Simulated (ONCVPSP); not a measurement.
# An ONCV potential for As: one input and its neighbour

Two related inputs are run: the one described here, and one that differs from it in little. What comes out is then tested.

The numbers are computed with ONCVPSP 4.0.1 (LDA (Perdew-Zunger), scalar-relativistic, spin-unpolarised reference atom).

## Step 1: The atom and the settings

Typed settings, in words:

| Item | Value |
| --- | --- |
| element | arsenic (As, Z = 33) |
| type | optimised norm-conserving Vanderbilt (ONCV) |
| frozen core | [Ar] 3d10 |
| valence charge | 5 |
| reference configuration | 4s2 4p3 |
| partial waves | 4s: rc 1.26 bohr, ncon 4, nbas 8, qcut 4.8 1/bohr, 2 projectors, debl 2.3 Ha; 4p: rc 1.60 bohr, ncon 4, nbas 8, qcut 5.4 1/bohr, 2 projectors, debl 3.4 Ha |
| local potential | polynomial inside 1.05 bohr (lpopt 5, dvloc0 0 Ha) |
| core correction | Teter function, fcfact 5.25, rcfact 1.65 |

The nodes and maxima of the atom's own shells, from an earlier all-electron run, set the scale for the radii.

All-electron outer shells of the reference configuration (LDA (Perdew-Zunger), scalar-relativistic, ld1.x):

| shell | level (eV) | outermost node (bohr) | outermost maximum (bohr) |
| --- | --- | --- | --- |
| 3p | -133.41 | 0.22 | 0.52 |
| 3d | -40.89 | – | 0.47 |
| 4s | -14.70 | 0.73 | 1.61 |
| 4p | -5.35 | 0.78 | 1.97 |

## Step 2: The first input

The input, As.dat:

```
# ATOM AND REFERENCE CONFIGURATION
# atsym  z   nc   nv     iexc    psfile
  As 33.00    6    2        3      upf
#
#   n    l    f
    1    0    2.00
    2    0    2.00
    2    1    6.00
    3    0    2.00
    3    1    6.00
    3    2   10.00
    4    0    2.00
    4    1    3.00
#
# PSEUDOPOTENTIAL AND OPTIMIZATION
# lmax
    1
#
#   l,   rc,      ep,       ncon, nbas, qcut
    0    1.26    0.00    4    8    4.80
    1    1.60    0.00    4    8    5.40
#
# LOCAL POTENTIAL
# lloc, lpopt,  rc(5),   dvloc0
    4    5    1.05    0.00
#
# VANDERBILT-KLEINMAN-BYLANDER PROJECTORs
# l, nproj, debl
    0    2    2.30
    1    2    3.40
#
# MODEL CORE CHARGE
# icmod, fcfact, rcfact
    3    5.25    1.65
#
# LOG DERIVATIVE ANALYSIS
# epsh1, epsh2, depsh
   -2.00    5.00    0.02
#
# OUTPUT GRID
# rlmax, drl
    6.00    0.01
#
# TEST CONFIGURATIONS
# ncnf
    4
# nvcnf
#   n    l    f
    2
    4    0    2.00
    4    1    2.00
#
    2
    4    0    2.00
    4    1    1.00
#
    2
    4    0    2.00
    4    1    0.00
#
    2
    4    0    1.00
    4    1    4.00
#
```

The run is started by

```
$ oncvpsp.x < As.dat > As.out
```

The output, As.out (without the consistency checks and plot data):

```text
[... the first 9 lines are left out ...]
    3    2   10.00    -1.5028075E+00
    4    0    2.00    -5.4031407E-01
    4    1    3.00    -1.9651618E-01

Reference configufation results
  iterations    23
  all-electron total energy (Ha)   -2.25775089D+03

Begin loop to  construct optimized pseudo wave functions
and semi-local pseudopoentials for all angular momenta

   Wellstate for l =  0  n =  5
     eigenvalue =   1.7597
     asymptotic potential =   2.2597
     half-point radius =  2.4237

Calculating optimized projector #   1

 for l=   0

    Fraction of norm inside rc  0.154040
    Optimizing pswf for qcut=   4.81 a_B^-1,  ecut=  11.58 Ha

optimize: ERROR ps0norm > uunorm, code will stop
```

Run time: 0.33 s. Hardware: 1 thread, shared host.

## Step 3: Diagnosis

No potential comes out: the run stopped with "optimize: ERROR ps0norm > uunorm, code will stop". The reason: the continuity conditions at rc already need more norm inside rc than the all-electron wave has, so norm conservation cannot be met.

The second input is set otherwise in this: s: rc 1.26 → 1.5 bohr.

## Step 4: The neighbouring input

As.dat, as its differences from that of step 2:

```diff
@@ -19,3 +19,3 @@
 #   l,   rc,      ep,       ncon, nbas, qcut
-    0    1.26    0.00    4    8    4.80
+    0    1.50    0.00    4    8    4.80
     1    1.60    0.00    4    8    5.40
```

The run is started by

```
$ oncvpsp.x < As.dat > As.out
```

Output in As.out (without the consistency checks and plot data):

```text
ONCVPSP  (Optimized Norm-Conservinng Vanderbilt PSeudopotential)
scalar-relativistic version 4.0.1

#   n    l    f        energy (Ha)
    1    0    2.00    -4.2992288E+02
    2    0    2.00    -5.4548637E+01
    2    1    6.00    -4.7883678E+01
    3    0    2.00    -6.9639073E+00
    3    1    6.00    -4.9028388E+00
    3    2   10.00    -1.5028075E+00
    4    0    2.00    -5.4031407E-01
    4    1    3.00    -1.9651618E-01

Reference configufation results
  iterations    23
  all-electron total energy (Ha)   -2.25775089D+03

Begin loop to  construct optimized pseudo wave functions
and semi-local pseudopoentials for all angular momenta

   Wellstate for l =  0  n =  6
     eigenvalue =   1.7597
     asymptotic potential =   2.2597
     half-point radius =  3.9933

Calculating optimized projector #   1

 for l=   0

    Fraction of norm inside rc  0.291906
    Optimizing pswf for qcut=   4.80 a_B^-1,  ecut=  11.52 Ha
    Residual kinetic energy error=  2.88D-04 Ha

    Energy error per electron        Cutoff
         Ha          eV             Ha
         0.01000     0.27211        7.28
         0.00100     0.02721       10.16
         0.00010     0.00272       16.70
         0.00001     0.00027       38.10

Calculating optimized projector #   2

 for l=   0

    Fraction of norm inside rc  0.087941
    Optimizing pswf for qcut=   4.80 a_B^-1,  ecut=  11.52 Ha
    Residual kinetic energy error=  1.56D-03 Ha

    Energy error per electron        Cutoff
         Ha          eV             Ha
         0.01000     0.27211        8.00
         0.00100     0.02721       20.19
         0.00010     0.00272       95.83
         0.00001     0.00027      111.04

   Wellstate for l =  1  n =  6
     eigenvalue =   3.2035
     asymptotic potential =   3.7035
     half-point radius =  3.2348

Calculating optimized projector #   1

 for l=   1

    Fraction of norm inside rc  0.175333
    Optimizing pswf for qcut=   5.41 a_B^-1,  ecut=  14.63 Ha
    Residual kinetic energy error=  2.22D-05 Ha

    Energy error per electron        Cutoff
         Ha          eV             Ha
         0.01000     0.27211        2.64
         0.00100     0.02721        9.00
         0.00010     0.00272       12.35
         0.00001     0.00027       33.02

Calculating optimized projector #   2

 for l=   1

    Fraction of norm inside rc  0.110657
    Optimizing pswf for qcut=   5.41 a_B^-1,  ecut=  14.63 Ha
    Residual kinetic energy error=  4.14D-03 Ha

    Energy error per electron        Cutoff
         Ha          eV             Ha
         0.01000     0.27211       10.24
         0.00100     0.02721       80.80
         0.00010     0.00272      106.07
         0.00001     0.00027      136.95

Construct Vanderbilt / Kleinmman-Bylander projectors

B matrix Hermiticity error, ll=   0
   1   2   -1.4432E-04

  Orthonormal projector coefficients  1.0883E+01  1.7813E+00

B matrix Hermiticity error, ll=   1
   1   2   -1.8737E-04

  Orthonormal projector coefficients  7.9898E+00  1.4982E+00

Model core correction analysis
  based on d2Exc/dn_idn_j

d2excae - all-electron derivatives

   -2.831416D-02   -2.266681D-02
   -2.266720D-02   -2.326691D-02

d2excps - pseudofunction derivatives with no core correction

   -3.981478D-02   -2.844764D-02
   -2.845041D-02   -2.629804D-02

rms 2nd derivative error    7.216569E-03

rmatch, rhocmatch    1.3640    1.0870

Teter function model core charge with specified parameters

d2excps - pseudofunction derivatives with core correction

   -2.418207D-02   -1.935110D-02
   -1.935071D-02   -2.047122D-02

rms 2nd derivative error    3.423560E-03

Pseudoatom total energy   -6.364915

Diagnostic tests using Vanderbilt-Kleinman-Bylander pseudopotentials
  1 or more projectors used as specified by nproj input data

   l    rcore       rmatch      e in        delta e   norm test  slope test

   0   1.5009734   1.5465462  -0.5403141  -0.0000031   1.0000269   0.9999835
   0   1.5009734   1.5465462   1.7596859   0.0000120   1.0000769   1.0000769

   1   1.6030637   1.6517362  -0.1965162   0.0000021   1.0000269   1.0000174
   1   1.6030637   1.6517362   3.2034838   0.0000013   1.0003583   1.0003583

 Testing for bound ghosts
   n   l    E NL Schr. Eq   E Basis Diag.   E Cutoff

   1   0       -0.540317       -0.530077    115.52

   2   1       -0.196514       -0.165699    116.80

 Testing for highly-localized positive-energy ghosts
       l    <radius>/rc     E Basis Diag.   E Cutoff

       0        0.246830        1.005851    115.52  WARNING - GHOST(+)

       1        0.954694        5.935935    116.80  WARNING - GHOST(+)

Test configuration 0

   n   l     f        eae           eps        diff
   1   0  2.0000 -429.92288395
   2   0  2.0000  -54.54863670
   2   1  6.0000  -47.88367816
   3   0  2.0000   -6.96390735
   3   1  6.0000   -4.90283876
   3   2 10.0000   -1.50280753
   4   0  2.0000   -0.54031407   -0.54031722   -3.15D-06
   4   1  3.0000   -0.19651618   -0.19651404    2.13D-06

    Total energies and differences
      AE_ref= -2.25775089D+03  AE_tst= -2.25775089D+03  dif=  0.00D+00
      PS_ref= -6.36491451D+00  PS_tst= -6.36491451D+00  dif= -5.33D-15
      PSP excitation error=  5.33D-15

Test configuration 1

   n   l     f        eae           eps        diff
   1   0  2.0000 -430.28737773
   2   0  2.0000  -54.91002428
   2   1  6.0000  -48.24549351
   3   0  2.0000   -7.32431191
   3   1  6.0000   -5.26317712
   3   2 10.0000   -1.86229977
   4   0  2.0000   -0.86755104   -0.86968454   -2.13D-03
   4   1  2.0000   -0.49775761   -0.49962572   -1.87D-03

    Total energies and differences
      AE_ref= -2.25775089D+03  AE_tst= -2.25740819D+03  dif=  3.43D-01
      PS_ref= -6.36491451D+00  PS_tst= -6.02144477D+00  dif=  3.43D-01
      PSP excitation error= -7.70D-04

Test configuration 2

   n   l     f        eae           eps        diff
   1   0  2.0000 -430.72348957
   2   0  2.0000  -55.33967928
   2   1  6.0000  -48.67600234
   3   0  2.0000   -7.75157897
   3   1  6.0000   -5.69025512
   3   2 10.0000   -2.28762097
   4   0  2.0000   -1.24128072   -1.24900046   -7.72D-03
   4   1  1.0000   -0.84367331   -0.85082792   -7.15D-03

    Total energies and differences
      AE_ref= -2.25775089D+03  AE_tst= -2.25674073D+03  dif=  1.01D+00
      PS_ref= -6.36491451D+00  PS_tst= -5.34974470D+00  dif=  1.02D+00
      PSP excitation error= -5.01D-03

Test configuration 3

   n   l     f        eae           eps        diff
   1   0  2.0000 -431.21965938
   2   0  2.0000  -55.82549793
   2   1  6.0000  -49.16316711
   3   0  2.0000   -8.23322218
   3   1  6.0000   -6.17154560
   3   2 10.0000   -2.76610489
   4   0  2.0000   -1.64866410   -1.66743629   -1.88D-02

    Total energies and differences
      AE_ref= -2.25775089D+03  AE_tst= -2.25571028D+03  dif=  2.04D+00
      PS_ref= -6.36491451D+00  PS_tst= -4.30705031D+00  dif=  2.06D+00
      PSP excitation error= -1.73D-02

Test configuration 4

   n   l     f        eae           eps        diff
   1   0  2.0000 -429.98514100
   2   0  2.0000  -54.60915571
   2   1  6.0000  -47.94400189
   3   0  2.0000   -7.02554311
   3   1  6.0000   -4.96419002
   3   2 10.0000   -1.56272170
   4   0  1.0000   -0.57282158   -0.57351830   -6.97D-04
   4   1  4.0000   -0.21976465   -0.21992051   -1.56D-04

    Total energies and differences
      AE_ref= -2.25775089D+03  AE_tst= -2.25740241D+03  dif=  3.48D-01
      PS_ref= -6.36491451D+00  PS_tst= -6.01613997D+00  dif=  3.49D-01
      PSP excitation error= -2.93D-04
```

Wall time 2.9 s (1 thread, shared host).

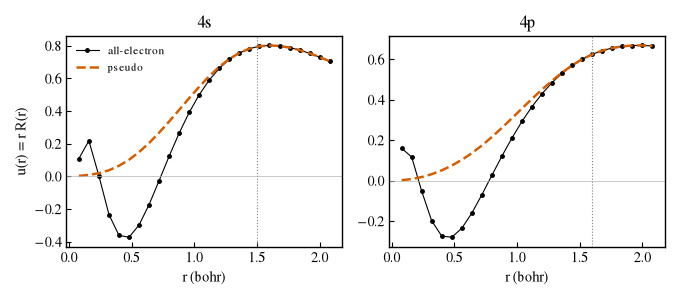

Bound waves of the atom and their pseudo partners (4s, 4p), with the matching radii dotted. The curves join 26 sampled radii, too few to resolve the innermost nodes.

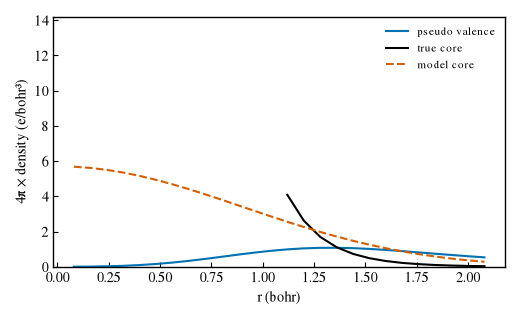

Valence density, true core and model core. The true core is left out near the nucleus, where the program caps it.

## Step 5: Transferability, from the output's test configurations

Energies count from the reference configuration 4s2 4p3; the error is all-electron less pseudo.

| valence configuration | charge | ΔE all-electron (eV) | error AE − PS (meV) |
| --- | --- | --- | --- |
| 4s2 4p2 | +1 | 9.325 | -21 |
| 4s2 4p1 | +2 | 27.488 | -136 |
| 4s2 4p0 | +3 | 55.527 | -471 |
| 4s1 4p4 | 0 | 9.483 | -8.0 |

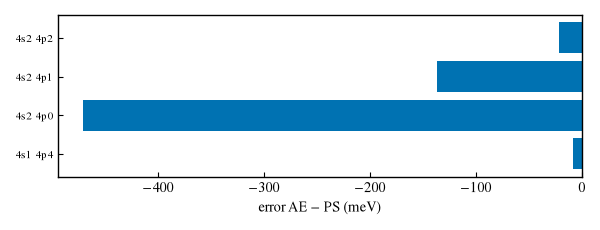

Error of the potential in each test configuration.

## Step 6: Scattering by logarithmic derivatives

Taken from the files of the generation run. The phase is arctan(r·R′/R) of the radial function R, unwrapped, with energies in Ha. A pole is an energy at which the radial function vanishes at the test radius. The pseudo phase is shifted by a multiple of π to meet the all-electron one at the reference energy. Levels narrower than the energy grid can be missing from the poles. The last column is the largest difference on the grid between −0.5 and +0.5 Ha.

| channel | radius (bohr) | reference (Ha) | poles AE | poles PS | window around the reference with phases within 0.05 rad (Ha) | largest difference near zero (rad) |
| --- | --- | --- | --- | --- | --- | --- |
| s | 1.52 | -0.54 | 3.33 | 3.35 | below 1.0 | 0.001 |
| p | 1.62 | -0.20 | 3.40 | 3.40 | the whole range | 0.001 |

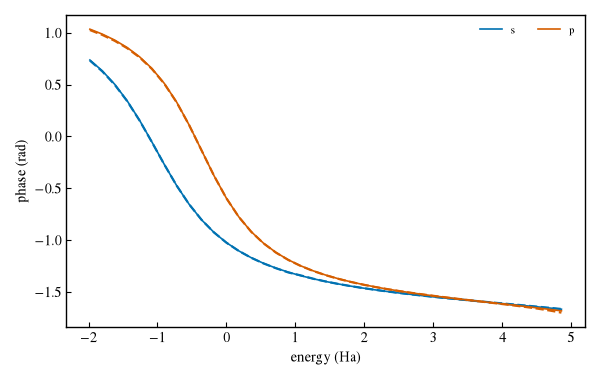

All-electron (solid) and pseudo (dashed) phases against energy.

## Step 7: Plane-wave cutoff and ghosts

Read off the output, the cutoffs (Ha) at which the residual kinetic energy of the hardest occupied pseudo-wave falls to 1 and 0.1 mHa per electron: 10 Ha and 17 Ha.

The program's own ghost test: no bound ghost flagged; GHOST(+) flagged for s at 27.4 eV, p at 161.5 eV.

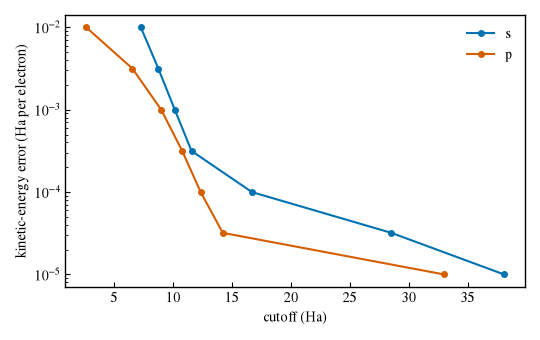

Convergence profile of the first projector's wave in each channel.

## Step 8: What came out

| quantity | value |
| --- | --- |
| first input | failed: optimize: ERROR ps0norm > uunorm, code will stop |
| second input | generated |
| cutoffs for 1 and 0.1 mHa per electron, occupied waves | 10 Ha and 17 Ha |
| bound ghosts | none found |
| GHOST(+) flags | s at 27 eV, p at 162 eV |
| largest test error (AE − PS) | -471 meV, for 4s2 4p0 |
| largest phase difference near zero energy, channels read | 0.001 rad |
| rms error of d²Exc/dn², without and with the model core | 7.22 and 3.42 mHa |

**Reading.** The change is enough to let the generator finish; it is one cure of several. By total energies transferability is poor: the largest error is 471 meV on 55.5 eV, for 4s2 4p0. That test lies far up in energy; among those under 40 eV, nearer to bonding, the largest error is 136 meV. By its cutoff, 10 Ha for the looser tolerance, it is soft on the atom at that tolerance. The program's ghost test flags no bound state. Near zero energy the phases of the channels with partial waves agree within 0.001 rad. The program also flags highly localised states, GHOST(+) (s, p).
